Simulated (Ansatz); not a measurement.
The end point of a relaxation of TiO$_{2}$. Space group Fd-3m (No. 227), AFLOW prototype A2B_cF24_227_c_a (C9, as in SiO2). All values below come from r2SCAN (plane waves to 500 eV, PAW, scalar-relativistic; Ansatz, a quantum-chemistry and plane-wave program).

```cif
data_O16Ti8
_chemical_formula_sum 'Ti8 O16'
_space_group_name_H-M_alt 'Fd-3m :1'
_space_group_IT_number 227
_space_group_name_Hall 'F 4d 2 3 -1d'
_cell_length_a 8.34577
_cell_length_b 8.34577
_cell_length_c 8.34577
_cell_angle_alpha 90.000
_cell_angle_beta 90.000
_cell_angle_gamma 90.000
loop_
_atom_site_label
_atom_site_type_symbol
_atom_site_symmetry_multiplicity
_atom_site_Wyckoff_symbol
_atom_site_fract_x
_atom_site_fract_y
_atom_site_fract_z
_atom_site_occupancy
Ti1 Ti 8 b 0.50000 0.50000 0.50000 1
O1 O 16 d 0.62500 0.62500 0.62500 1
```
(The calculation used a cell of 6 atoms; values per cell refer to that cell.)

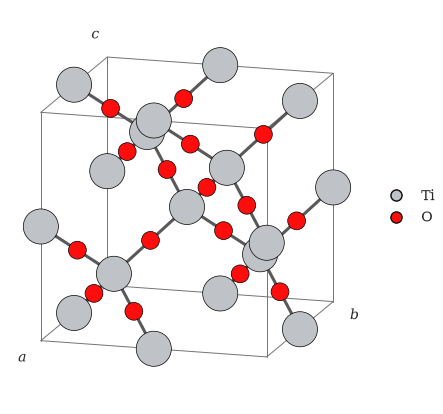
Figure: The conventional cell of the relaxed structure

```yaml
volume_per_atom: 24.22 Å³
band_gap: 3.79 eV, direct (no spin-orbit coupling)
shortest_distances: O–Ti 1.81 Å; O–O 2.95 Å
k-mesh: 6×6×6
```

Band energies at high-symmetry points (eV from the VBM; labels of this space group; no spin-orbit coupling), from −5 eV up to 5.6 eV:

```json
[
 {"point": "Γ", "energies": "-3.12 -3.12 -3.12 -2.78 -2.48 -2.48 -1.28 -1.28 -1.28 0.00 0.00 0.00 3.79 3.79 4.72 4.72 4.72"},
 {"point": "X", "energies": "-2.99 -2.99 -2.93 -2.93 -2.02 -2.02 -1.51 -1.51 -1.41 -1.41 -0.37 -0.37 4.70 4.70 5.54 5.54"},
 {"point": "U", "energies": "-3.00 -2.96 -2.94 -2.90 -2.07 -2.02 -1.91 -1.46 -1.20 -0.95 -0.68 -0.34 4.55 5.12 5.20 5.33"},
 {"point": "K", "energies": "-3.00 -2.96 -2.94 -2.90 -2.07 -2.02 -1.91 -1.46 -1.20 -0.95 -0.68 -0.34 4.55 5.12 5.20 5.33"},
 {"point": "L", "energies": "-3.06 -3.06 -2.93 -2.88 -2.13 -2.13 -1.64 -1.46 -1.46 -0.66 -0.66 0.00 4.21 4.21"},
 {"point": "W", "energies": "-2.96 -2.96 -2.93 -2.93 -2.09 -2.09 -1.70 -1.70 -1.00 -1.00 -0.55 -0.55 4.84 4.84 5.30 5.30"}
]
```

No spin polarisation in the result.

The run could not lose the symmetry of its start.

The first start was generated by placing the elements on the sites of a structure type. Materials Project lists a structure of TiO2 in the same space group, Fd-3m (No. 227); the sites were not compared with it, nor with measured phases. Known forms of TiO2 include space group No. 61, 136, 141.
